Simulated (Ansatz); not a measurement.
## Converging shifted k-point meshes: Cu (I4/mmm, 1 atom in the cell)

```
Cu
1.0
   -1.45508     1.45508     1.36632
    1.45508    -1.45508     1.36632
    1.45508     1.45508    -1.36632
Cu
1
Direct
  0.00000   0.00000   0.00000
```

Method of the run: LDA (PW92), default PAW files made with PBE (plane waves; Ansatz, a quantum-chemistry and plane-wave program).

Base settings: basis.ecutwfc = 420 eV; kpoints.mp_grid.grid = 16 16 16; hamiltonian.xc = lda; hamiltonian.pseudopotentials = {kind: paw} (the program's default PAW files); scf.occupations.method = gaussian; scf.occupations.width = 0.1 eV.

In this ladder: kpoints.mp_grid.shift = 0.5 0.5 0.5.

Only quantities that move along the ladder and can be compared are tabulated.

The count of work is k-points × plane waves × bands × iterations; it is no time. Core times come from one kind of shared machine, to one figure; runs under 30 s give none.

The starting cell comes from a database of computed structures (which also holds hypothetical and non-ambient phases and stackings), without a prior relaxation at this level. Its lattice was rescaled by up to half a per cent. Spin polarisation is off. In the base run, with a pressure of about -9 GPa the cell is away from its equilibrium volume at this level. Ansatz's pressure includes its estimate of the finite-basis (Pulay) stress.

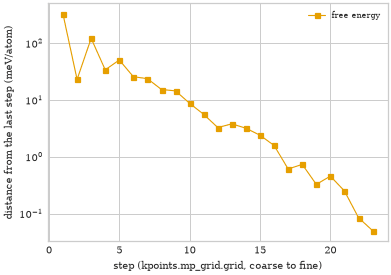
Distance from the last step along the ladder; very small values are drawn at a floor.

| kpoints.mp_grid.grid | free energy less the last step's (meV/atom) | pressure (GPa) | count of work / last | core time / last (rough) |
|---|---|---|---|---|
| 3 3 3 | 325.81 | -1.40 | 0.00056 | – |
| 4 4 4 | -23.03 | -8.90 | 0.0010 | – |
| 5 5 5 | 122.34 | -6.98 | 0.0017 | – |
| 6 6 6 | -34.08 | -9.52 | 0.0026 | – |
| 7 7 7 | 50.76 | -8.78 | 0.0037 | – |
| 8 8 8 | -25.79 | -9.39 | 0.0052 | – |
| 9 9 9 | 23.79 | -9.31 | 0.0070 | – |
| 10 10 10 | -15.33 | -9.17 | 0.0092 | – |
| 11 11 11 | 14.50 | -9.19 | 0.012 | – |
| 13 13 13 | 8.75 | -9.24 | 0.018 | – |
| 14 14 14 | -5.59 | -9.18 | 0.022 | – |
| 16 16 16 | -3.27 | -9.18 | 0.032 | – |
| 17 17 17 | 3.81 | -9.25 | 0.038 | – |
| 19 19 19 | 3.19 | -9.26 | 0.051 | – |
| 21 21 21 | 2.40 | -9.25 | 0.067 | – |
| 23 23 23 | 1.58 | -9.23 | 0.087 | – |
| 26 26 26 | -0.61 | -9.17 | 0.12 | – |
| 29 29 29 | 0.73 | -9.19 | 0.17 | – |
| 32 32 32 | -0.33 | -9.16 | 0.22 | – |
| 35 35 35 | 0.46 | -9.19 | 0.29 | 0.5 |
| 39 39 39 | 0.25 | -9.19 | 0.39 | 0.5 |
| 44 44 44 | -0.08 | -9.17 | 0.55 | 0.7 |
| 48 48 48 | -0.05 | -9.17 | 0.71 | 1 |
| 54 54 54 | 0.00 | -9.17 | 1.0 | 1 |

Coarsest kpoints.mp_grid.grid that holds the free energy within 5 meV/atom of the last step, with all finer ones: 16 16 16, at 0.032 of the last step's count of work; the step before is off by 5.6 meV/atom.

Coarsest kpoints.mp_grid.grid that holds the pressure within 0.1 GPa of the last step, with all finer ones: 10 10 10, at 0.0092 of the last step's count of work; the step before is off by 0.14 GPa.

Keys are those of Ansatz 0.2.
